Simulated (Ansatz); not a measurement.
# F3Si (trifluorosilyl) at UPBE/STO-3G

What is the electronic atomisation energy of F3Si (trifluorosilyl) at UPBE/STO-3G? 

The calculation is run with Ansatz 0.2.0.

### 1 The structure to begin with

F3Si: 4 atoms, total charge 0, spin state doublet. SMILES: `F[Si](F)F`. Geometry: a GFN2-xTB relaxation, a rough one for these elements and not checked as a minimum.

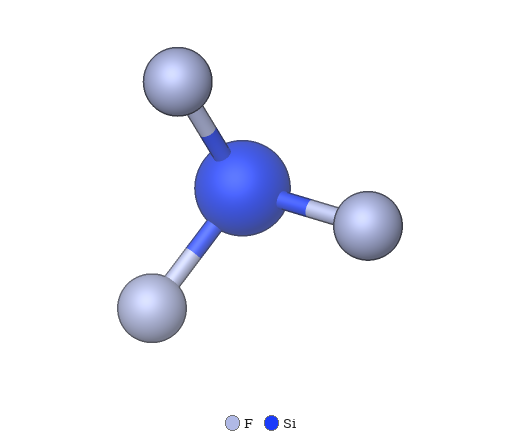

Viewed from a chosen angle; fluorine light blue, silicon blue.

### 2 A single-point energy at UPBE/STO-3G

Input file input.yaml:

```yaml
basis:
  gaussian: {orbitals: STO-3G}
crystal:
  periodic: [false, false, false]
  atoms:
    - {symbol: F, position_ang: [0.787890, -0.508980, 1.119030]}
    - {symbol: Si, position_ang: [-0.325240, 0.244050, 0.268860]}
    - {symbol: F, position_ang: [-0.962750, -0.889100, -0.646850]}
    - {symbol: F, position_ang: [0.500100, 1.154030, -0.741040]}
magnetization: {spin_polarized: true, initial_magnetization: 1}
hamiltonian: {xc: pbe}
accuracy: high
```

Run with:

```bash
ansatz run input.yaml --threads 1 --pin off --max-ram 2610MiB --events-out events.jsonl --progress --plain --runs-dir runs
```

Standard output:

```text
Warning: RAYON_NUM_THREADS=1 ignored (pool sized by the plan → 1); use --threads N
Functional definition: PBE
  name "PBE"
  parameter kappa = 0.804
  parameter beta = 0.06672455060314922
  exchange = pbe_x(kappa = kappa, mu = beta*pi^2/3)
  correlation = pbe_c(beta = beta)
460 factors; integrals over basis functions are off by at most 3.5e-8 eV
mean field evaluation 1: about -15804.4334 eV, gradient 1.5e1 eV
mean field evaluation 2: about -15802.4930 eV, gradient 2.2e1 eV
mean field evaluation 4: about -15806.1440 eV, gradient 1.3e-1 eV
mean field evaluation 8: about -15806.1315 eV, gradient 1.1e-3 eV
mean field evaluation 16: about -15806.1315 eV, gradient 7.0e-8 eV
mean field -15806.13153253 eV, -580.8646200398 hartree, gradient 7.0e-8 eV, S^2 0.750608; 0 other end points of the search recorded, 0 dependent functions left out
reference -15806.13153380 eV, -580.8646200866 hartree; 21, 20 occupied and 3, 4 virtual orbitals, 460 factors
Total energy: -15806.13153380 eV, -580.8646200866 hartree
```

It took 0.74 s on 1 thread of AMD EPYC 9R45 (Zen 5), shared host.

### 3 The F atom

Input file run.yaml:

```yaml
crystal:
  periodic: [false, false, false]
  atoms:
    - {symbol: F, position_ang: [0.000000, 0.000000, 0.000000]}
basis:
  gaussian: {orbitals: STO-3G}
magnetization: {spin_polarized: true, initial_magnetization: 1}
hamiltonian: {xc: {name: PBE}}
accuracy: high
```

Run the same way, it converges to -98.16855 Eh (log not shown).

### 4 The Si atom at the same level

Input file molecule.yaml:

```yaml
crystal:
  periodic: [false, false, false]
  atoms:
    - symbol: Si
      position_ang: [0.000000, 0.000000, 0.000000]
basis:
  gaussian: {orbitals: STO-3G}
magnetization: {spin_polarized: true, initial_magnetization: 2}
hamiltonian: {xc: {name: PBE}}
accuracy: high
```

Run the same way, it converges to -285.77131 Eh (log not shown).

### 5 Summary of results

At UPBE/STO-3G:

| quantity | value |
| --- | --- |
| molecule: total energy | -580.86462 Eh |
| molecule: ⟨S²⟩ | 0.751 |
| F atom: total energy | -98.16855 Eh |
| F atom: ⟨S²⟩ | 0.750 |
| Si atom: total energy | -285.77131 Eh |
| Si atom: ⟨S²⟩ | 2.000 |
| electronic atomisation energy | 15.991 eV |

Taking the molecule apart into free atoms costs 15.99 eV (1543 kJ/mol), before zero-point energy and without spin-orbit coupling.
